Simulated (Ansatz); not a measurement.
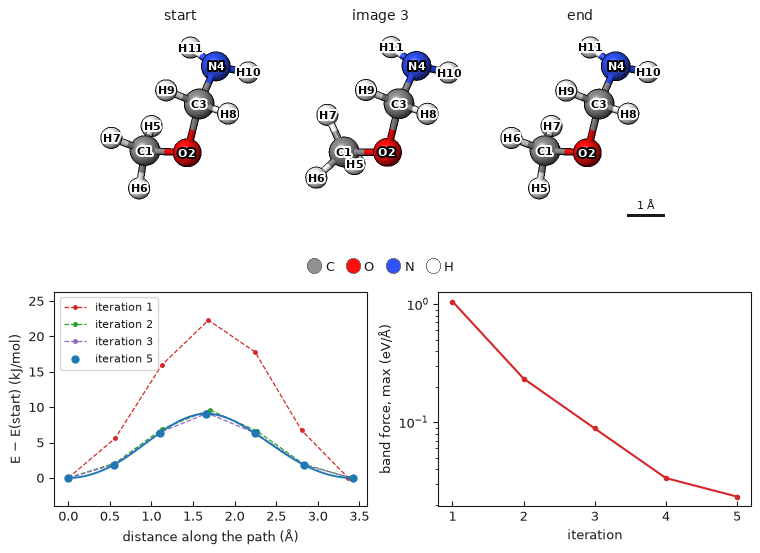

NEB run on C2H7NO. Images are numbered from 0 (start) to 6 (end). The plot follows the band through its iterations. A ball-and-stick model, seen from a free direction.

These are results of Ansatz 0.2.0, RKS PBE/6-31G, not measurements. Settings: 5 movable images; climbing image; force threshold 0.03 eV/Å; iteration limit 60; starting path by image-dependent pair potential.

**Did the band converge, and can the barrier be trusted?**

The result is final at these settings. The band converged in 5 iterations. The largest component of the band force went from 1.1 to 0.023 eV/Å. The climbing image converged on the top of the path. Its vibrational analysis gives one imaginary mode (203i cm⁻¹), as a transition state must have. The first iteration put the highest image at 22.3 kJ/mol. The two ends have the same energy, and the highest point, image 3, lies 9.1 kJ/mol above the start.
